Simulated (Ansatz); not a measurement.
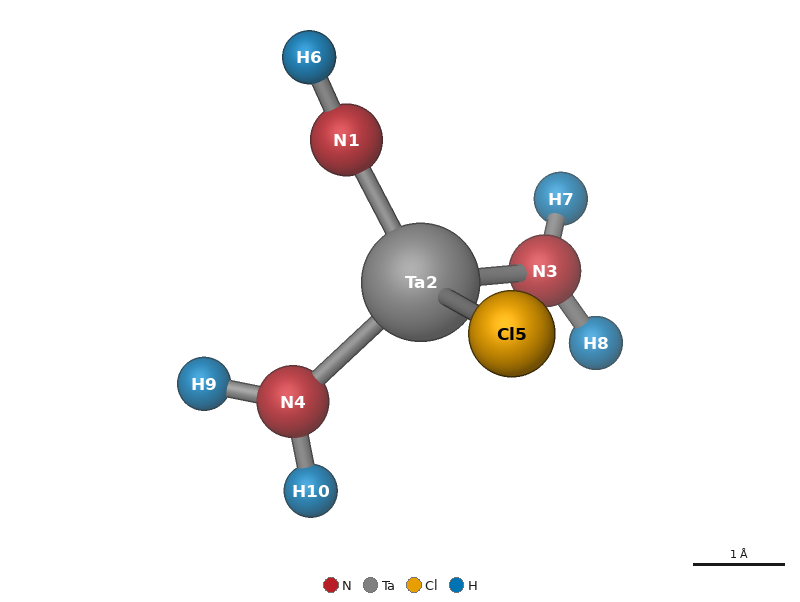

Orthographic view. Distant atoms are faded towards the background colour. The species is neutral and a spin singlet. The geometry was computed by an optimisation with PBE-D4/def2-SVP. No frequency run is at hand to confirm it as a minimum.

Give the geometry as a Z-matrix, atoms in numerical order, with these reference atoms: 2 to 1; 3 to 2, 1; 4 to 2, 1, 3; 5 to 2, 1, 4; 6 to 1, 4, 2; 7 to 3, 2, 1; 8 to 3, 7, 2; 9 to 4, 2, 1; 10 to 4, 9, 2.

```
N  
Ta   1   1.779
N    2   1.990   1   105.2
N    2   1.990   1   105.0   3  -117.8
Cl   2   2.362   1   114.3   4  -121.0
H    1   1.022   4   144.7   2  -163.8
H    3   1.024   2   127.1   1    -1.1
H    3   1.027   7   109.3   2   172.7
H    4   1.024   2   127.0   1     0.7
H    4   1.027   9   109.3   2  -172.1
```
